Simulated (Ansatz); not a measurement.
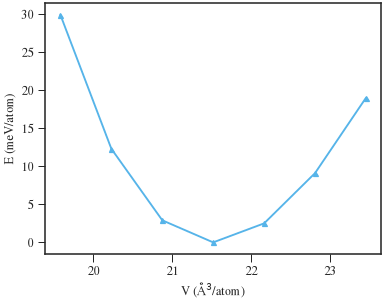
AgZr₄S₈ in space group P-3m1 (No. 164; Pearson symbol hP13) under volume change, the program Ansatz at the PBE+D3(BJ) level (PAW), shape and atoms relaxed at each volume.

### Question
What does a third-order Birch–Murnaghan fit give for V₀, B₀ and B′?

### Answer
V₀ = 21.53 Å³/atom, B₀ = 43.4 GPa, B′ = 6.3.

The cell is a constructed one: a structure type filled with these elements; neither database checked (COD, Materials Project) lists it. Whether it is the stable phase at ambient conditions was not checked. Symmetry was held in the PBE+D3(BJ) relaxation; whether a distortion lowers the energy is not shown. The run is not spin-polarised.

Potentials: the later of the program's two PAW sets.
